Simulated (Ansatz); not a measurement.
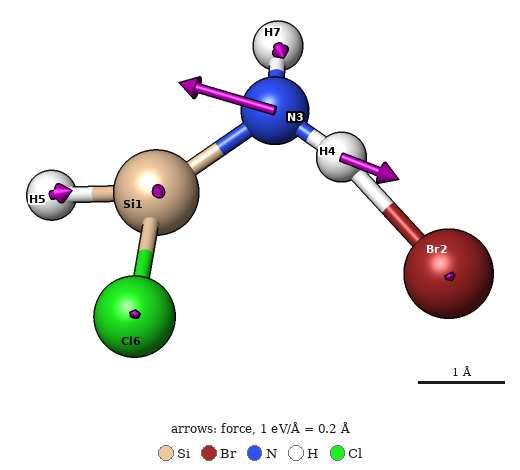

Starting geometry of SiNH$_{3}$BrCl with the computed forces as purple arrows. Style: ball-and-stick. Shown from a free direction.

Computed with Ansatz, RKS PBE0-D4/def2-SVP.

Input file:
```yaml
crystal:
  periodic: [false, false, false]
  atoms:
    - {symbol: Si, position_ang: [-0.814566, -0.503157, 0.319758]}
    - {symbol: Br, position_ang: [1.815807, 0.484083, -1.937129]}
    - {symbol: N, position_ang: [0.452726, 0.587877, 0.586758]}
    - {symbol: H, position_ang: [1.066492, 0.557374, -0.204175]}
    - {symbol: H, position_ang: [-2.329817, -0.352293, 0.720100]}
    - {symbol: Cl, position_ang: [-0.608162, -2.196957, -0.757344]}
    - {symbol: H, position_ang: [0.274832, 1.419104, 1.191064]}
basis:
  gaussian: {orbitals: def2-SVP}
hamiltonian: {xc: pbe0, dispersion: d4}
saddle:
  f_tol: 0.02
  max_steps: 40
  mode_guess:
    - [-0.1875, -0.1631, 0.4574]
    - [0.5225, 0.2394, 0.1765]
    - [-0.0963, -0.0267, -0.1841]
    - [0.0012, -0.0574, -0.4230]
    - [-0.1110, -0.0750, 0.2430]
    - [-0.1228, 0.0851, -0.0819]
    - [-0.0061, -0.0023, -0.1880]
```

Launched with:
```bash
ansatz run in.yaml --threads 4 --pin off --events-out ev --progress --plain --max-ram 9574MiB
```

What follows when this structure is relaxed?

Answer. It isn't relaxed: the largest force vector, on N3, is 6.21 eV/Å. The final displacements follow the starting forces only in part (cosine between the two patterns 0.55). The largest move after the best rigid fit is that of N3, 0.14 Å. By element the largest moves are N 0.14 Å, Cl 0.13 Å, H 0.13 Å, Br 0.13 Å, Si 0.06 Å. Among the contacts that change: N3–H4 1.002 → 1.206 Å, Br2–H4 1.889 → 1.773 Å, Si1–H5 1.574 → 1.476 Å, Si1–N3 1.693 → 1.622 Å. Among the angles between lasting bonds that change: H4–N3–H7 125.9° → 114.9°, Br2–H4–N3 165.6° → 158.9°, Si1–N3–H7 118.5° → 122.6°. After 13 geometry steps the energy has fallen by 12.3 kcal/mol. Largest force component: 4.9 eV/Å at the start, 0.00085 eV/Å at the end.
